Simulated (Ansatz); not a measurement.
## Electronic structure of H8NiO4 (charge +3, quartet) in real space

Input

```
crystal:
  periodic: [false, false, false]
  atoms:
    - {symbol: Ni, position_ang: [0.000421, 0.000140, 0.000949]}
    - {symbol: O, position_ang: [0.424696, -0.079984, 1.908647]}
    - {symbol: H, position_ang: [1.164811, 0.386313, 2.395588]}
    - {symbol: H, position_ang: [-0.197150, -0.430697, 2.611701]}
    - {symbol: O, position_ang: [1.806561, 0.264982, -0.700931]}
    - {symbol: H, position_ang: [2.009085, 0.584637, -1.628712]}
    - {symbol: H, position_ang: [2.672610, -0.064893, -0.321909]}
    - {symbol: O, position_ang: [-1.289409, 1.378512, -0.513442]}
    - {symbol: H, position_ang: [-1.304619, 2.306480, -0.135877]}
    - {symbol: H, position_ang: [-1.894519, 1.388786, -1.310891]}
    - {symbol: O, position_ang: [-0.942878, -1.565746, -0.695118]}
    - {symbol: H, position_ang: [-1.931376, -1.707629, -0.765342]}
    - {symbol: H, position_ang: [-0.518233, -2.460903, -0.844660]}
basis:
  gaussian: {orbitals: def2-TZVP, initial_orbitals: start.molden}
total_charge: 3
magnetization: {spin_polarized: true, initial_magnetization: 3}
hamiltonian: {xc: pbe0, dispersion: d4}
scf: {omitted_lower_state_checks: [starts]}
output: {orbitals: {seedname: orbitals}}
```

Command:

```sh
ansatz run in.yaml --threads 4 --pin off --events-out ev --progress --plain --max-ram 8704MiB
```

Geometry: PBE-D4/def2-SVP.

All numbers below come from UKS PBE0-D4/def2-TZVP in Ansatz.

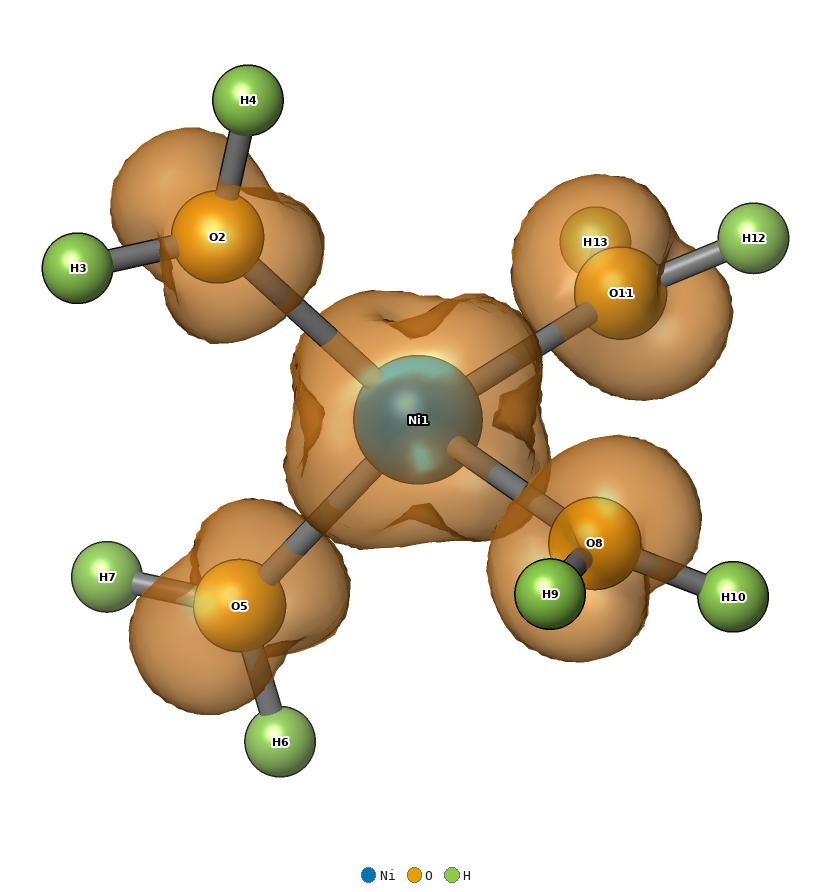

Figure 1. Isosurface of the spin density (α minus β) at +0.04 e/Å³ (orange), seen across its widest extent.

Question: Where is the unpaired spin?

Answer: The unpaired spin (3 electrons) lies mostly on Ni1 (about 2.1), O2 (about 0.2), O8 (about 0.2), O5 (about 0.2) and O11 (about 0.2), in electrons by Hirshfeld's partition.

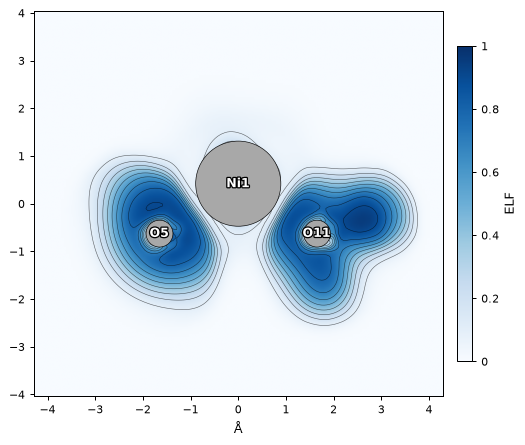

Figure 2. Electron localisation function on the plane of atoms O5, Ni1 and O11. Grey discs cover the atomic cores.

Question: Describe what can be read from this map.

Answer: The section cuts through Ni and O sites. Ni–O (1.96 Å): the ELF peaks at about 0.90 in the valence shell of O, 0.6 Å from its nucleus, and is about 0.20 at the midpoint.

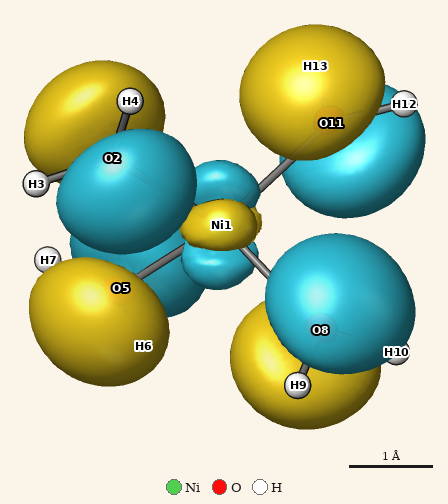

Figure 3. The HOMO (α) at ±0.08 Å⁻³ᐟ² (yellow and cyan are the two phases), seen at a tilt.

Question: Where does this orbital lie, and at what energy?

Answer: It lies mainly on O2 (about 20 %), O5 (about 20 %), O8 (about 20 %) and O11 (about 20 %); largely a combination of lone pairs on O2, O5, O8 and O11. Its energy is −26.28 eV.
